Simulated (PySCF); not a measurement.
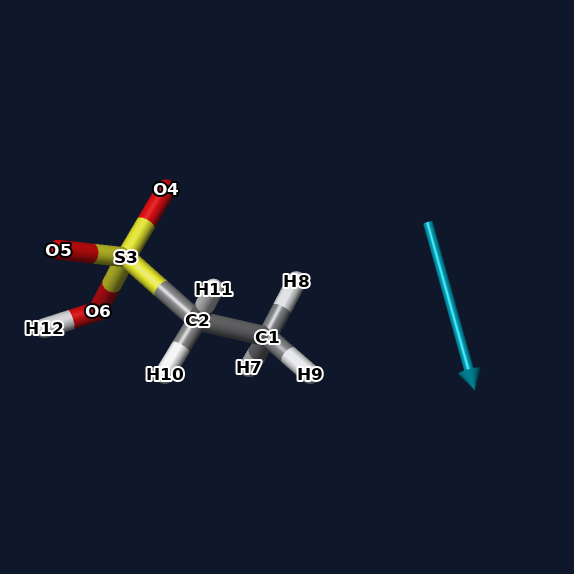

The arrow beside the molecule shows the direction of the dipole moment, from the negative to the positive end (its length means nothing). Computed geometry: PBE0-D3(BJ)/def2-SVP optimisation. No frequency run is at hand to confirm it as a minimum. Method: CAM-B3LYP/pcSseg-1, gas phase (PySCF 2.14.0).

How large is the dipole moment?

Answer. 4.02 D; it points from the side of O4 to the side of H9 (the outermost atoms at the two ends).
